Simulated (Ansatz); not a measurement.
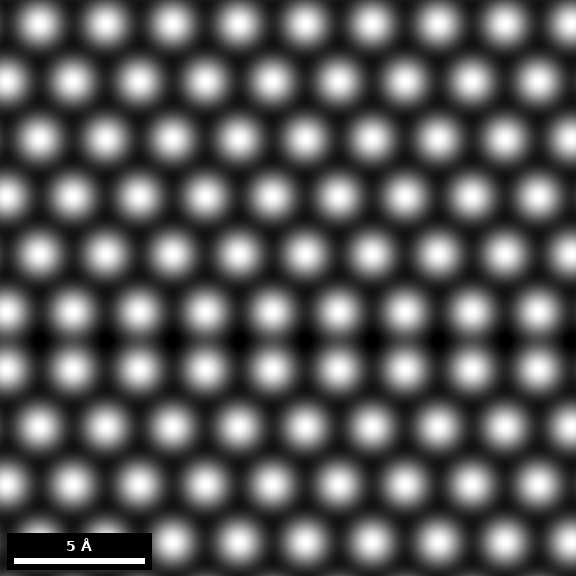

Dark-field STEM-like image of Sb (R-3m, No. 166) along [001]. Simulated incoherent Z contrast: every atom adds Z^1.7 spread by a probe of 1.28 Å full width; channelling and multiple scattering are left out. The display is stretched by a gamma of 0.8; percentages refer to the linear signal.

One planar defect was built into the perfect crystal by geometry alone, without relaxation. Host structure: the input geometry of a calculation.

Q: Where does the periodic pattern break, and how?

A planar fault (a stacking fault) runs horizontally about 13 Å below the top edge. The part above it is shifted along the boundary by 1/2 of the 2.54 Å repeat of the rows (1.3 Å to the right, the same as to the left); both parts keep the same orientation.
